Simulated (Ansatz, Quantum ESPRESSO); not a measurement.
## RbErO2 (R-3m): zone-centre phonons

Which modes does RbErO2 (R-3m) have at the zone centre?

Calculated with Quantum ESPRESSO 7.5; DFT PBEsol, scalar-relativistic, plane waves, PseudoDojo norm-conserving, 4f in core pseudopotentials.

## (1) Set-up

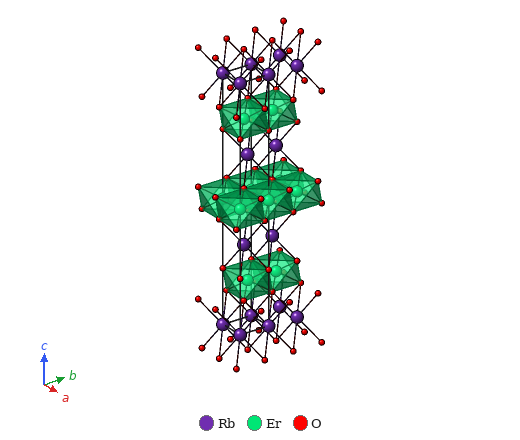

The starting structure, seen slightly off an axis (rubidium purple, erbium green, oxygen red). 1×2×1 cells are drawn. This picture shows the conventional cell, with its axes. Some periodic images of atoms are drawn too.

Coordinates:

```cif
data_structure
_symmetry_space_group_name_H-M 'P 1'
_symmetry_Int_Tables_number 1
_cell_length_a 6.7665
_cell_length_b 6.7665
_cell_length_c 6.7665
_cell_angle_alpha 29.539
_cell_angle_beta 29.539
_cell_angle_gamma 29.539
_cell_volume 66.66
loop_
_atom_site_label
_atom_site_type_symbol
_atom_site_fract_x
_atom_site_fract_y
_atom_site_fract_z
_atom_site_occupancy
Rb1 Rb 0.00000 0.00000 0.00000 1
Er2 Er 0.50000 0.50000 0.50000 1
O3 O 0.22300 0.22300 0.22300 1
O4 O 0.77700 0.77700 0.77700 1
```

## (2) A probe with smearing

Before anything dear is run, a loose run with smearing shows whether this is a metal and how far the cell is from rest.

Contents of probe.in:

```
&control
   calculation = 'scf'
   prefix = 'x'
   outdir = './tmp'
   pseudo_dir = './pseudo'
   tprnfor = .true.
   tstress = .true.
   verbosity = 'high'
/
&system
   ibrav = 0
   nat = 4
   ntyp = 3
   ecutwfc = 72.0
   input_dft = 'pbesol'
   occupations = 'smearing'
   smearing = 'gaussian'
   degauss = 0.01
/
&electrons
   conv_thr = 1.0d-07
   mixing_beta = 0.7
   electron_maxstep = 100
/
ATOMIC_SPECIES
 Rb     85.4678  Rb.upf
 Er    167.2590  Er.upf
 O      15.9990  O.upf
CELL_PARAMETERS angstrom
     1.725000000    0.995929210    6.466666670
    -1.725000000    0.995929210    6.466666670
     0.000000000   -1.991858430    6.466666670
ATOMIC_POSITIONS crystal
 Rb     0.000000000   0.000000000   0.000000000
 Er     0.500000000   0.500000000   0.500000000
 O      0.223000000   0.223000000   0.223000000
 O      0.777000000   0.777000000   0.777000000
K_POINTS automatic
 6 6 6 0 0 0
```

Command:

```console
> OMP_NUM_THREADS=1 mpirun -n 8 pw.x -nk 8 -in probe.in > probe.out
```

The log of the run:

```text
[banners, grids, parts of the stress and lines that vanish by symmetry left out]
Program PWSCF v.7.5
     IMPORTANT: XC functional enforced from input :
     Exchange-correlation= PBESOL
                           (   1   4  10   8   0   0   0)
[...]
kinetic-energy cutoff     =      72.0000  Ry
     charge density cutoff     =     288.0000  Ry
     scf convergence threshold =      1.0E-07
[...]
Exchange-correlation= PBESOL
                           (   1   4  10   8   0   0   0)
[...]
12 Sym. Ops., with inversion, found
[...]
(     0          1          0      )
                  (     0          0          1      )
[...]
( -0.0000000  1.0000000 -0.0000000 )
                  ( -0.0000000 -0.0000000  1.0000000 )
[...]
(    -1          0          0      )
[...]
(     1          0          0      )
[...]
( -0.8660254 -0.5000000 -0.0000000 )
                  (  0.0000000  0.0000000  1.0000000 )
[...]
number of k points=    32  Gaussian smearing, width (Ry)=  0.0100
[...]
End of self-consistent calculation
[...]
the Fermi energy is    10.5036 ev
!    total energy              =    -210.60147401 Ry
[...]
convergence has been achieved in   9 iterations
[...]
atom    1 type  1   force =    -0.00000000   -0.00000000    0.00000000
     atom    2 type  2   force =    -0.00000000    0.00000000    0.00000000
     atom    3 type  3   force =    -0.00000000    0.00000000    0.01119296
     atom    4 type  3   force =     0.00000000   -0.00000000   -0.01119296
[...]
Total force =     0.015829     Total SCF correction =     0.000149
[...]
total   stress  (Ry/bohr**3)                   (kbar)     P=      -24.65
[...]
XML data file, charge density, pseudopotentials, collected wavefunctions

   JOB DONE.
```

Elapsed: 24 s, on 8 MPI ranks of Arm Neoverse V1, shared host.

This step gave:

| Item | Value |
| --- | --- |
| volume per atom | 16.66 Å³ |
| pressure | -2.465 GPa |
| gap on the k-mesh | 3.505 eV |

A gap of 3.5 eV opens on this mesh, so the crystal is taken as an insulator; the start stands at -2.5 GPa.

## (3) Relaxation

The harmonic expansion starts where the forces on the atoms vanish, and stress shifts the frequencies, so cell and atoms are relaxed with tight thresholds.

relax.in, as its differences from probe.in of step 2:

```diff
@@ -1,3 +1,3 @@
 &control
-   calculation = 'scf'
+   calculation = 'vc-relax'
    prefix = 'x'
@@ -7,3 +7,5 @@
    tstress = .true.
-   verbosity = 'high'
+   forc_conv_thr = 2.0d-05
+   etot_conv_thr = 1.0d-07
+   nstep = 40
 /
@@ -15,10 +17,14 @@
    input_dft = 'pbesol'
-   occupations = 'smearing'
-   smearing = 'gaussian'
-   degauss = 0.01
+   occupations = 'fixed'
+   nbnd = 18
 /
 &electrons
-   conv_thr = 1.0d-07
+   conv_thr = 1.0d-11
    mixing_beta = 0.7
    electron_maxstep = 100
+/
+&ions
+/
+&cell
+   press_conv_thr = 0.1
 /
```

Command:

```console
> OMP_NUM_THREADS=1 mpirun -n 8 pw.x -nk 8 -in relax.in > relax.out
```

The log of the run:

```text
[banners, grids, parts of the stress and lines that vanish by symmetry left out]
[banner, memory and clock lines left out]
Program PWSCF v.7.5

[...]
Exchange-correlation= PBESOL
                           (   1   4  10   8   0   0   0)
[...]
kinetic-energy cutoff     =      72.0000  Ry
     charge density cutoff     =     288.0000  Ry
     scf convergence threshold =      1.0E-11
[...]
energy convergence thresh.=      1.0E-07
     force convergence thresh. =      2.0E-05
     press convergence thresh. =      1.0E-01
     Exchange-correlation= PBESOL
                           (   1   4  10   8   0   0   0)
[...]
12 Sym. Ops., with inversion, found
[...]
number of k points=    32
[...]
End of self-consistent calculation
[...]
highest occupied, lowest unoccupied level (ev):     7.9756   11.4816
!    total energy              =    -210.60147404 Ry
[...]
convergence has been achieved in  12 iterations
[...]
atom    1 type  1   force =     0.00000000    0.00000000   -0.00000000
     atom    2 type  2   force =    -0.00000000   -0.00000000   -0.00000000
     atom    3 type  3   force =     0.00000000    0.00000000    0.01122195
     atom    4 type  3   force =     0.00000000   -0.00000000   -0.01122195
     Total force =     0.015870     Total SCF correction =     0.000001
[...]
total   stress  (Ry/bohr**3)                   (kbar)     P=      -24.48
[...]
number of bfgs steps    =   0
[...]
CELL_PARAMETERS (angstrom)
[...]
ATOMIC_POSITIONS (crystal)
Rb               0.0000000000       -0.0000000000       -0.0000000000
Er               0.5000000000        0.5000000000        0.5000000000
O                0.2233061032        0.2233061032        0.2233061032
O                0.7766938968        0.7766938968        0.7766938968
[...]
New effective cutoffs (rho, wfc):  290.67   72.70
[...]
End of self-consistent calculation
[...]
highest occupied, lowest unoccupied level (ev):     8.1122   11.6249
!    total energy              =    -210.60248074 Ry
[...]
convergence has been achieved in   8 iterations
[...]
atom    1 type  1   force =     0.00000000    0.00000000    0.00000000
     atom    2 type  2   force =     0.00000000    0.00000000    0.00000000
     atom    3 type  3   force =     0.00000000    0.00000000    0.01142527
     atom    4 type  3   force =    -0.00000000   -0.00000000   -0.01142527
     Total force =     0.016158     Total SCF correction =     0.000002
[...]
total   stress  (Ry/bohr**3)                   (kbar)     P=      -13.09
[...]
number of bfgs steps    =   1
[...]
CELL_PARAMETERS (angstrom)
[...]
ATOMIC_POSITIONS (crystal)
[...]
New effective cutoffs (rho, wfc):  294.87   73.77
[...]
End of self-consistent calculation
[...]
highest occupied, lowest unoccupied level (ev):     8.3083   11.8429
!    total energy              =    -210.60336806 Ry
[...]
convergence has been achieved in   8 iterations
[...]
atom    1 type  1   force =     0.00000000    0.00000000    0.00000000
     atom    2 type  2   force =     0.00000000    0.00000000    0.00000000
     atom    3 type  3   force =     0.00000000    0.00000000    0.00815692
     atom    4 type  3   force =     0.00000000   -0.00000000   -0.00815692
     Total force =     0.011536     Total SCF correction =     0.000009
[...]
total   stress  (Ry/bohr**3)                   (kbar)     P=        0.07
[...]
number of bfgs steps    =   5
[...]
highest occupied, lowest unoccupied level (ev):     8.2999   11.8639
!    total energy              =    -210.60361632 Ry
[...]
convergence has been achieved in   7 iterations
[...]
Total force =     0.000151     Total SCF correction =     0.000000
[...]
total   stress  (Ry/bohr**3)                   (kbar)     P=       -0.29
[...]
number of bfgs steps    =   6
[...]
highest occupied, lowest unoccupied level (ev):     8.2999   11.8643
!    total energy              =    -210.60361699 Ry
[...]
convergence has been achieved in   6 iterations
[...]
Total force =     0.000081     Total SCF correction =     0.000001
[...]
total   stress  (Ry/bohr**3)                   (kbar)     P=       -0.28
[...]
number of bfgs steps    =   7
[...]
New effective cutoffs (rho, wfc):  295.00   73.79
[...]
highest occupied, lowest unoccupied level (ev):     8.3019   11.8664
!    total energy              =    -210.60361714 Ry
[...]
convergence has been achieved in   6 iterations
[...]
Total force =     0.000016     Total SCF correction =     0.000000
[...]
total   stress  (Ry/bohr**3)                   (kbar)     P=       -0.09
[...]
number of bfgs steps    =   8
[...]
CELL_PARAMETERS (angstrom)
[...]
ATOMIC_POSITIONS (crystal)
[...]
New effective cutoffs (rho, wfc):  295.01   73.79
[...]
End of self-consistent calculation
[...]
highest occupied, lowest unoccupied level (ev):     8.3028   11.8673
!    total energy              =    -210.60361715 Ry
[...]
convergence has been achieved in   5 iterations
[...]
atom    1 type  1   force =     0.00000000    0.00000000    0.00000000
     atom    2 type  2   force =    -0.00000000    0.00000000   -0.00000000
     atom    3 type  3   force =    -0.00000000   -0.00000000   -0.00000025
     atom    4 type  3   force =     0.00000000    0.00000000    0.00000025
     Total force =     0.000000     Total SCF correction =     0.000001
[...]
total   stress  (Ry/bohr**3)                   (kbar)     P=       -0.01
[...]
bfgs converged in  10 scf cycles and   9 bfgs steps
[...]
End of BFGS Geometry Optimization
     Final enthalpy           =    -210.6036171476 Ry
     File ./tmp/x.bfgs deleted, as requested
[...]
CELL_PARAMETERS (angstrom)
[...]
ATOMIC_POSITIONS (crystal)
[...]
O                0.2249763988        0.2249763988        0.2249763988
O                0.7750236012        0.7750236012        0.7750236012
[...]
Final scf calculation at the relaxed structure.
[...]
kinetic-energy cutoff     =      72.0000  Ry
     charge density cutoff     =     288.0000  Ry
     scf convergence threshold =      1.0E-13
[...]
press convergence thresh. =      1.0E-01
     Exchange-correlation= PBESOL
                           (   1   4  10   8   0   0   0)
[...]
12 Sym. Ops., with inversion, found
[...]
number of k points=    32
[...]
c_bands:  1 eigenvalues not converged
[...]
End of self-consistent calculation
[...]
highest occupied, lowest unoccupied level (ev):     8.3028   11.8673
!    total energy              =    -210.60315725 Ry
[...]
convergence has been achieved in  13 iterations
[...]
atom    1 type  1   force =     0.00000000   -0.00000000   -0.00000000
     atom    2 type  2   force =    -0.00000000    0.00000000    0.00000000
     atom    3 type  3   force =    -0.00000000    0.00000000    0.00001723
     atom    4 type  3   force =     0.00000000   -0.00000000   -0.00001723
     Total force =     0.000024     Total SCF correction =     0.000001
[...]
total   stress  (Ry/bohr**3)                   (kbar)     P=       -1.61
[...]
XML data file, charge density, pseudopotentials, collected wavefunctions
```

It took 3.8 min on 8 MPI ranks; 31 min of CPU time.

The steps of the relaxation:

```csv
step,energy less that of the first step (eV),largest force (eV/Å),pressure (GPa),volume (Å³)
1,0.0000,0.2885,-2.45,66.66
2,-0.0137,0.2938,-1.31,65.83
3,-0.0258,0.2097,0.29,64.60
4,-0.0281,0.1111,0.44,64.35
5,-0.0290,0.0160,0.16,64.38
6,-0.0291,0.0017,0.01,64.45
7,-0.0291,0.0027,-0.03,64.47
8,-0.0292,0.0015,-0.03,64.47
9,-0.0292,0.0003,-0.01,64.45
10,-0.0292,0.0000,0.00,64.45
11,-0.0229,0.0004,-0.16,64.45
```

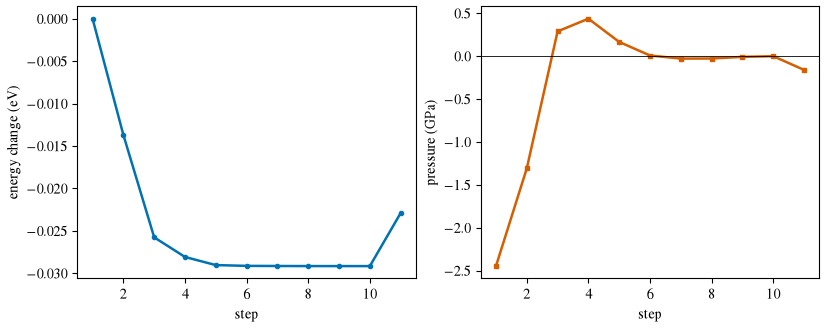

Energy and pressure along the relaxation.

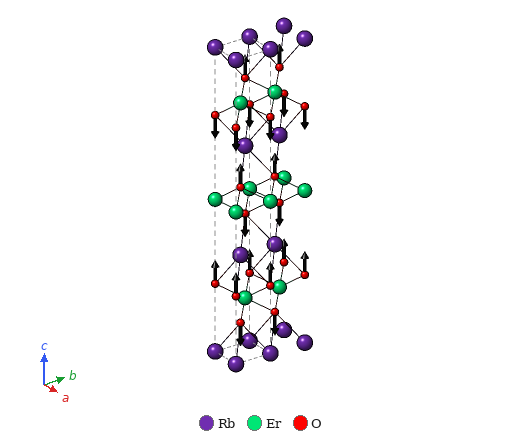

Displacements in the relaxation, exaggerated, measured against the changing cell; the longest in the cell stands for 0.04 Å. Bonds to atoms that aren't drawn are left out. 1×2×1 conventional cells are drawn. Some periodic images of atoms are drawn too.

```csv
"conventional cell, symmetrised",before,after,change
a (Å),3.450,3.408,-1.2 %
b (Å),3.450,3.408,-1.2 %
c (Å),19.400,19.225,-0.9 %
volume (Å³/atom),16.66,16.11,-3.3 %
```

The atoms that moved most (Å, as changes of fractional coordinates times the final cell):

```csv
atom,dx,dy,dz,length
O4,0.000,0.000,-0.038,0.038
O3,0.000,0.000,0.038,0.038
```

The last row of the table of steps is pw.x's closing run on a basis chosen anew for the final cell, so its energy can jump.

Read from the output:

| Quantity | Value |
| --- | --- |
| volume per atom | 16.11 Å³ |
| pressure | -0.1607 GPa |
| gap on the k-mesh | 3.565 eV |

The volume changes by -3.3 % from the cell with which this run began.

## (4) Ground state

The response is built on this ground state, so it is converged far tighter than an energy would need. With a gap, occupations are fixed, which also allows the response to an electric field.

Contents of scf.in:

```
&control
   calculation = 'scf'
   prefix = 'x'
   outdir = './tmp'
   pseudo_dir = './pseudo'
   tprnfor = .true.
   tstress = .true.
/
&system
   ibrav = 0
   nat = 4
   ntyp = 3
   ecutwfc = 72.0
   input_dft = 'pbesol'
   occupations = 'fixed'
   nbnd = 18
/
&electrons
   conv_thr = 1.0d-12
   mixing_beta = 0.7
   electron_maxstep = 100
/
ATOMIC_SPECIES
 Rb     85.4678  Rb.upf
 Er    167.2590  Er.upf
 O      15.9990  O.upf
CELL_PARAMETERS angstrom
     1.703893090    0.983743132    6.408175484
    -1.703893090    0.983743132    6.408175484
     0.000000000   -1.967486270    6.408175483
ATOMIC_POSITIONS crystal
 Rb     0.000000000   0.000000000   0.000000000
 Er     0.500000000   0.500000000   0.500000000
 O      0.224976399   0.224976399   0.224976399
 O      0.775023601   0.775023601   0.775023601
K_POINTS automatic
 6 6 6 0 0 0
```

Command:

```console
> OMP_NUM_THREADS=1 mpirun -n 8 pw.x -nk 8 -in scf.in > scf.out
```

The log of the run:

```text
[banners, grids, parts of the stress and lines that vanish by symmetry left out]
[banner, memory and clock lines left out]
Program PWSCF v.7.5

[...]
Exchange-correlation= PBESOL
                           (   1   4  10   8   0   0   0)
[...]
kinetic-energy cutoff     =      72.0000  Ry
     charge density cutoff     =     288.0000  Ry
     scf convergence threshold =      1.0E-12
[...]
Exchange-correlation= PBESOL
                           (   1   4  10   8   0   0   0)
[...]
12 Sym. Ops., with inversion, found
[...]
number of k points=    32
[...]
End of self-consistent calculation
[...]
highest occupied, lowest unoccupied level (ev):     8.3028   11.8673
!    total energy              =    -210.60315726 Ry
[...]
convergence has been achieved in  14 iterations
[...]
atom    1 type  1   force =    -0.00000000   -0.00000000   -0.00000000
     atom    2 type  2   force =     0.00000000    0.00000000    0.00000000
     atom    3 type  3   force =     0.00000000   -0.00000000    0.00001722
     atom    4 type  3   force =    -0.00000000    0.00000000   -0.00001722
     Total force =     0.000024     Total SCF correction =     0.000000
[...]
total   stress  (Ry/bohr**3)                   (kbar)     P=       -1.61
[...]
XML data file, charge density, pseudopotentials, collected wavefunctions
```

The job ended after 32 s (8 MPI ranks; 4.3 min of CPU time).

The cell stands at -0.16 GPa, close enough for phonons.

(Continued in part 2 of 4.)

[Host names and launcher messages were left out of these logs when they were recorded.]

[Logs are printed without paths, hosts, clocks, repeated set-up lines and the standing remarks that a program may print on its own settings, such as how far it seeks lower states.]

[Hosts, paths, dates, database ids (printed as entryN), source tags and the programs' standing remarks are cut or masked in the printed files.]
